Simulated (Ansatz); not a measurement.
```xyz
14

C     0.1490    0.3850    1.6184
C     0.0275   -1.1260    1.4875
In   -0.1738   -1.8113   -0.5390
O    -0.1656   -0.2880   -1.8412
Si   -0.0533    1.3145   -2.0105
H     1.0220    0.7729    1.0887
H     0.2460    0.6828    2.6673
H    -0.7236    0.9025    1.2133
H    -0.8381   -1.5058    2.0383
H     0.8991   -1.6346    1.9099
H    -0.3426   -3.2673   -1.4165
H    -0.1274    1.6938   -3.4499
H    -1.1536    2.0334   -1.2972
H     1.2345    1.8482   -1.4691
```

Geometry: PBE0-D4/def2-TZVP; core potentials replace the inner electrons of In.

Computed with Ansatz 0.2.0, RKS PBE0-D4/def2-TZVPP.

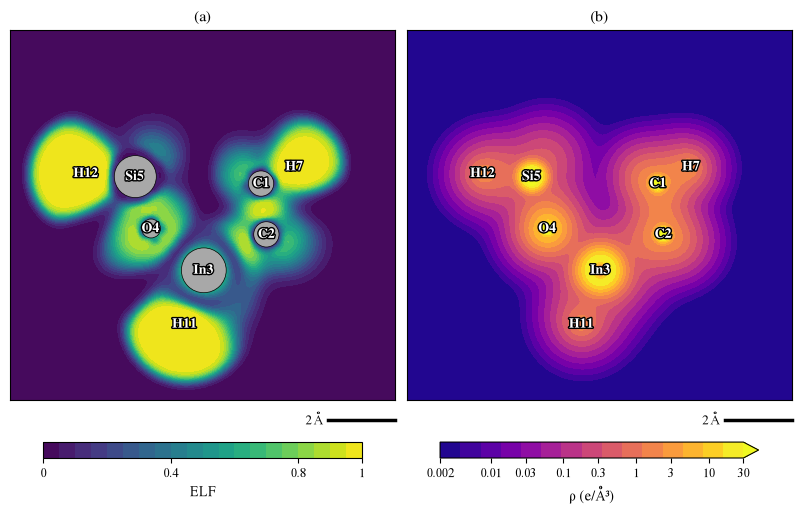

C2H9InOSi. (a) electron localisation function; (b) electron density on the plane of atoms C2, In3 and O4. Grey discs cover the atomic cores in the ELF map.

Describe what can be read from this map.

Atoms in the plane: C, In, O, Si and H.
C–C (1.52 Å): the density is about 1.6 e/Å³ at the midpoint; the ELF peaks at about 0.95 between the atoms; a shared electron pair.
Si–O (1.62 Å): the density is about 1.2 e/Å³ at the midpoint; the ELF peaks at about 0.85 between the atoms: a short, strongly polar bond.
In–O (2.00 Å): the density is about 0.72 e/Å³ at the midpoint; the ELF peaks at about 0.85 in the valence shell of O, 0.6 Å from its nucleus, and drops to about 0.15 between the two atoms.
C–In (2.15 Å): the density is about 0.7 e/Å³ at the midpoint; the ELF peaks at about 0.90 in the valence shell of C, 0.6 Å from its nucleus, and drops to about 0.20 between the two atoms.
C–H (1.09 Å): the density is about 2 e/Å³ at the midpoint; the ELF climbs to about 1 towards the hydrogen, as it does in any bond to H: an ordinary covalent bond to hydrogen.
The ELF also peaks beside O4, away from the bonds: lone-pair regions.
